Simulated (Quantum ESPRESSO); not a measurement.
One Ga site of Ga2O3 in R-3c, with the coupling taken from PBE PAW (JTH datasets; density from pw.x of a modified build of Quantum ESPRESSO, gradients reconstructed from it by a script) (|Q| = 0.171 barn). Geometry: a computed entry of the Materials Project; it was not checked against measured cells. It is Ga2O3 in R-3c. Stability against distortions was not tested. Cores are frozen. Against all-electron runs on small test molecules, this scheme's |Vzz| missed by −8 % on Ga, −2 to +6 % on O.

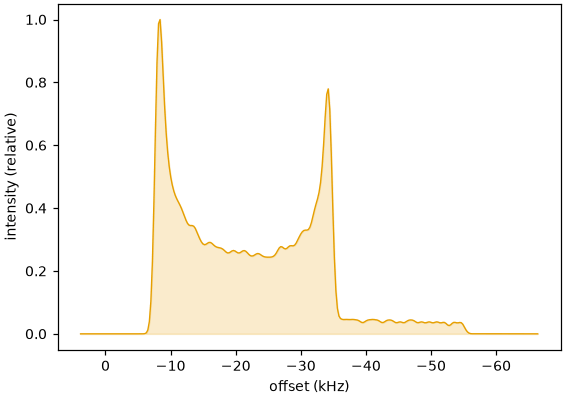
Figure: Simulated fast-MAS powder pattern of the ⁶⁹Ga central transition at 11.7 T (Larmor frequency ν0 = 119.9 MHz, I = 3/2), second-order quadrupolar broadening alone, zero at the isotropic chemical shift

Question: Estimate |C_Q| and η_Q from the pattern.

Answer: 
|C_Q| ≈ 10 MHz and η_Q ≈ 0.0. The pattern runs from -55.3 to -7.90 kHz before smoothing, a width that goes as C_Q²/ν0, with its centre of gravity at -22.1 kHz.
